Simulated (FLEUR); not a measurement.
Band structure of CoGa (Pm-3m, 2 atoms in the cell).

```xyz
2
Lattice="2.8800 0.0000 0.0000 0.0000 2.8800 0.0000 0.0000 0.0000 2.8800" Properties=species:S:1:pos:R:3 pbc="T T T"
Ga     1.4400     1.4400     1.4400
Co     0.0000     0.0000     0.0000
```

Method of the run: PBE, all-electron FLAPW (FLEUR), scalar-relativistic valence.

Settings: Kmax = 4.5 1/bohr; GmaxXC = 22.5 1/bohr; xcFunctional = pbe; jspins = 1; l_soc = F; mode = hist; fermiSmearingEnergy = 0.00367493 Htr; mesh (inpgen div1-3) = 8 8 8; inpgen gamma flag = true; Gmax = 22.5 1/bohr; numbands = 0; maxIterBroyd = 15; imix = Anderson; alpha = 0.05.

The starting cell has typed, rounded lattice constants, without a prior relaxation at this level. Spin polarisation is off. Values depend on the basis (sphere radii, cutoffs, local orbitals), which need not be converged.

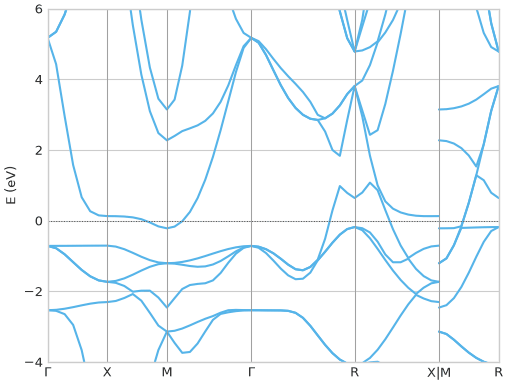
Bands along the path, energies from the Fermi level.

Levels in eV from the Fermi level, bands 16 to 23:
```tsv
point	16	17	18	19	20	21	22	23
Γ	-2.54	-0.71	-0.71	-0.71	5.17	5.17	5.17	10.97
X	-2.30	-1.73	-1.73	-0.71	0.13	10.62	10.62	11.49
M	-3.14	-2.46	-1.21	-1.21	-0.22	2.27	3.15	11.52
R	-4.08	-0.18	-0.18	0.64	3.81	3.81	3.81	4.79
```
